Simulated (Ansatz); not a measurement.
SrZrO3, carrier doping

Base system: SrZrO$_{3}$ (space group P4mm, No. 99; a = 4.111 Å, c = 4.192 Å; a cell from a computed database, its experimental status unchecked).

Carriers are added at fixed cell with a uniform background; the Fermi–Dirac width is that of 300 K.

All numbers come from Kohn–Sham DFT with the PBEsol functional, run in Ansatz (a quantum-chemistry and plane-wave program) with PAW and 420 eV plane waves, no SOC.

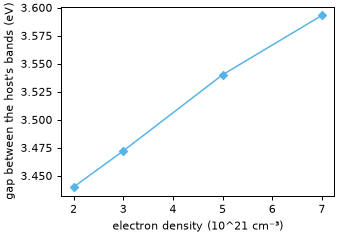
Fig. 1. Gap between the host's bands against electron density

Problem. From the plot, what is the gap between the host's bands for electrons 5.0×10^21 cm⁻³?

Solution. About 3.54 eV.

Problem. Is the trend monotonic over the range shown?

Solution. Yes, it rises throughout, spanning 3.44 eV to 3.59 eV.

Charged cell with a jellium background: band edges are those of the host's band count, energies are not comparable with the neutral cell, and many-body gap narrowing is missing. No phonon test of stability was made.
